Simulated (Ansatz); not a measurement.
**Phonon calculation of C2H4B (charge +1)**

System: C2H4B, charge +1.
Method: RKS PBE0-D4/def2-SVPD (Ansatz 0.2.0).

It belongs to a series of runs on one base structure; here: vibrations at the highest image of the band. Figures and captions count atoms from 1; the log counts them from 0 in places.

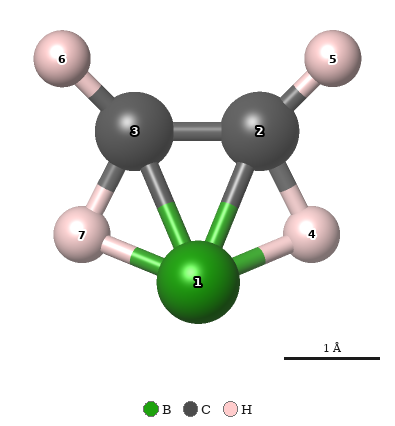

**Figure 1.** The structure as given in the input (ball-and-stick view, seen on its broad side; atoms are numbered from 1 in the order of the input). Bond lengths as drawn: B–C 1.76 Å, B–H 1.41 Å, C–C 1.32 Å and C–H 1.09 to 1.23 Å.

The input
```yaml
crystal:
  periodic: [false, false, false]
  atoms:
    - { symbol: B, position_ang: [-0.910145, -0.931009, -0.136818] }
    - { symbol: C, position_ang: [0.154327, 0.391069, -0.60164] }
    - { symbol: C, position_ang: [0.32507, 0.039246, 0.656833] }
    - { symbol: H, position_ang: [-0.908566, 0.073742, -1.121593] }
    - { symbol: H, position_ang: [0.782007, 0.879674, -1.353024] }
    - { symbol: H, position_ang: [1.151891, 0.118308, 1.369209] }
    - { symbol: H, position_ang: [-0.594584, -0.571039, 1.187034] }
total_charge: 1
basis:
  gaussian: { orbitals: def2-SVPD }
hamiltonian:
  xc: pbe0
  dispersion: d4
phonons: {}
```

Hardware: 2 threads of Intel Xeon (Sapphire Rapids), 16 GiB of memory available, shared host.

Launch command:
```bash
ansatz run input.yaml --threads 2 --pin off --max-ram 3072MiB --backend cpu --events-out ev --progress --plain --runs-dir out
```

Output
```
Engine: ansatz 0.2.0, x86_64-unknown-linux-gnu
Functional definition: PBE0
  parameter a = 0.25
  parameter kappa = 0.804
  parameter beta = 0.06672455060314922
  exchange = (1 - a)*pbe_x(kappa = kappa, mu = beta*pi^2/3) + a*exact_x
  correlation = pbe_c(beta = beta)
753 factors; their error is unknown
mean field evaluation 1: about -2788.4565 eV, gradient 5.4e1 eV
mean field evaluation 2: about -2781.1226 eV, gradient 7.3e1 eV
mean field evaluation 4: about -2795.9441 eV, gradient 2.9e0 eV
mean field evaluation 8: about -2795.9706 eV, gradient 8.1e-2 eV
mean field evaluation 16: about -2795.9533 eV, gradient 5.8e-5 eV
mean field -2795.95334596 eV, -102.7493902989 hartree, gradient 5.8e-5 eV, S^2 0.000000; 0 other end points of the search recorded, 0 dependent functions left out
the calculation of the forces begins
reference -2795.95337178 eV, -102.7493912478 hartree; 10, 10 occupied and 82, 82 virtual orbitals, 753 factors
these checks for a lower state are left out or cut short: stability, starts, cluster_reference, orbital_swaps, neighbouring_geometries, increment
753 factors; their error is unknown
mean field -2795.95333631 eV, -102.7493899443 hartree, gradient 1.7e-6 eV, S^2 0.000000; 0 other end points of the search recorded, 0 dependent functions left out
[... from here on the field's lines of each further geometry are left out, up to the last ...]
the calculation of the forces begins
reference -2795.95332058 eV, -102.7493893660 hartree; 10, 10 occupied and 82, 82 virtual orbitals, 753 factors
these checks for a lower state are left out or cut short: stability, starts, cluster_reference, orbital_swaps, neighbouring_geometries, increment
753 factors; their error is unknown
mean field -2795.95330467 eV, -102.7493887813 hartree, gradient 2.5e-6 eV, S^2 0.000000; 0 other end points of the search recorded, 0 dependent functions left out
the calculation of the forces begins
reference -2795.95333049 eV, -102.7493897304 hartree; 10, 10 occupied and 82, 82 virtual orbitals, 753 factors
WARN: phonons: modes at or below zero, which the zero-point energy, F, S and C_V leave out: 1, the lowest at -795.25 cm⁻¹. A minimum has none, and a first-order saddle one
Total energy: -2796.00449251 eV, -102.7512698999 hartree
Atom 0 at    -0.910145    -0.931009    -0.136818 Å, force    -0.002647    -0.007390     0.001581 eV/Å
Atom 1 at     0.154327     0.391069    -0.601640 Å, force     0.000633    -0.002784     0.015689 eV/Å
Atom 2 at     0.325070     0.039246     0.656833 Å, force     0.004433     0.007694    -0.014324 eV/Å
Atom 3 at    -0.908566     0.073742    -1.121593 Å, force     0.002084     0.004505    -0.001940 eV/Å
Atom 4 at     0.782007     0.879674    -1.353024 Å, force    -0.001751    -0.000154    -0.004977 eV/Å
Atom 5 at     1.151891     0.118308     1.369209 Å, force    -0.001276    -0.002007     0.004346 eV/Å
Atom 6 at    -0.594584    -0.571039     1.187034 Å, force    -0.001476     0.000136    -0.000375 eV/Å
Dipole moment:     0.334107     0.267597     0.029475 e Å
Vibrations: -795.25 416.99 638.85 669.87 907.32 935.46 988.03 1093.70 1277.51 1420.06 1661.58 2186.18 2275.15 3220.48 3242.77 cm⁻¹, zero-point energy 1.297739 eV
```

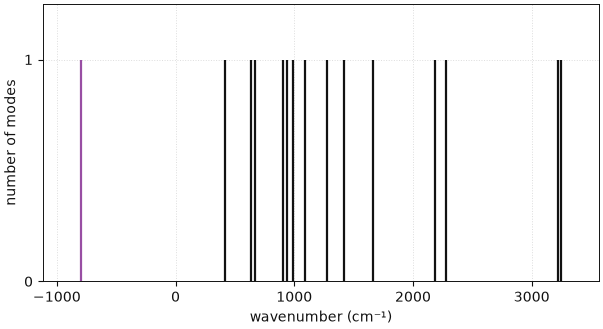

**Figure 2.** Harmonic vibrational wavenumbers from the force constants; neighbouring modes closer than 18 cm⁻¹ are counted in one stick, and imaginary ones are drawn at negative wavenumbers. 15 modes from 795i to 3243 cm⁻¹, 1 imaginary beyond 8i (795i cm⁻¹): a first-order saddle point, if the geometry is stationary.

Summary

- outcome: converged
- total energy: −2796.0045 eV
- mean-field energy: −2795.9534 eV
- largest force (length of the vector): 0.017 eV/Å
- wall time: 20 s (CPU time 38 s)
- peak memory: 0.16 GiB
